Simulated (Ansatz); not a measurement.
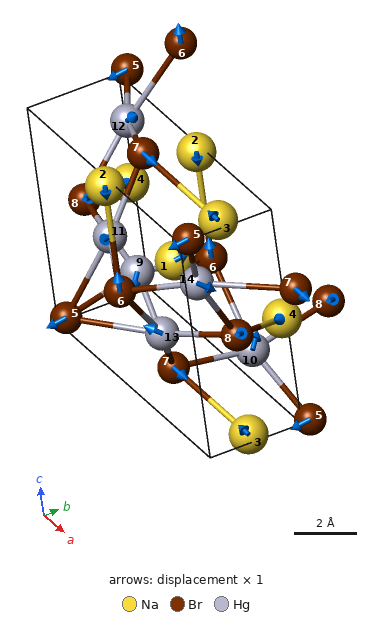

This is a relaxation of a crystal of Na2Hg3Br2 (a generated structure, set up in I2_13). The starting structure is drawn; blue arrows show the displacements, at their true length.

The picture is a ball-and-stick view of the cell of the calculation, seen slightly off an axis.

The start is a swapped structure.

Method: Ansatz 0.2.0, DFT, PAW plane waves, PBE. (plane-wave cutoff 420 eV; k-point mesh 5 × 5 × 5; occupations fermi dirac; smearing width 0.1 eV; no spin polarisation; atoms relaxed in a fixed cell; at most 40 steps)

> What did the optimiser do to the structure, and how much energy did it gain?

The largest moves, 0.75 Å, are those of Br5, Br6, Br7 and Br8. Br7 goes along +a. Largest moves by element: Br 0.75 Å, Hg 0.73 Å, Na 0.55 Å. The cell doesn't change. Some distances before and after: Na1–Br5 3.887 → 2.588 Å, Br5–Hg10 2.946 → 3.445 Å, Na1–Hg11 2.524 → 2.971 Å, Br5–Hg11 3.339 → 3.422 Å. The space group stays I2_13 (No. 199). The energy falls by 557 meV per atom in 7 geometry steps. The largest force component goes from 1.5 to 0.0032 eV/Å. The run took 4.3 min on 2 threads of Arm Neoverse V2 (shared host), peak memory 0.96 GiB.
